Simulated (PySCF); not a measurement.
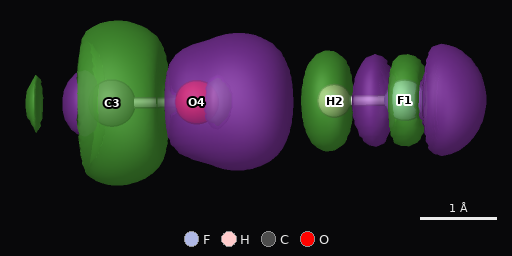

CHFO, SMILES `F.[C-]#[O+]`. Density of the complex less the densities of the two fragments at the same geometry, ±0.003 e/Å³ (purple: gain, green: loss). Fragment A: HF (atoms 1–2); fragment B: CO.

Method: B3LYP/6-31+G*; geometry: GFN2-xTB; program: PySCF.

Question: Which way does charge flow?

Answer: Hirshfeld charges show 0.021 e passing from B to A. By Hirshfeld charges, electrons gather most on F1 (−0.022 e) and leave C3 most (+0.042 e); 0.07 e is displaced in all, which induces a dipole of 0.69 D.

Question: What is the interaction energy, and which contacts carry it?

Answer: The counterpoise-corrected interaction energy of the frozen fragments is −0.9 kcal/mol without dispersion correction and −1.5 kcal/mol with D3(BJ). The pair geometry is semi-empirical, not a minimum at this level. Contacts: H2···O4, hydrogen bond, 1.83 Å, ρ = 0.027 a.u. The pose is a local one from a semi-empirical search, not shown to be the most stable.

The PySCF run took 5.9 s on 1 thread of Arm Neoverse V1, with other jobs on the host, peak memory 0.24 GiB.
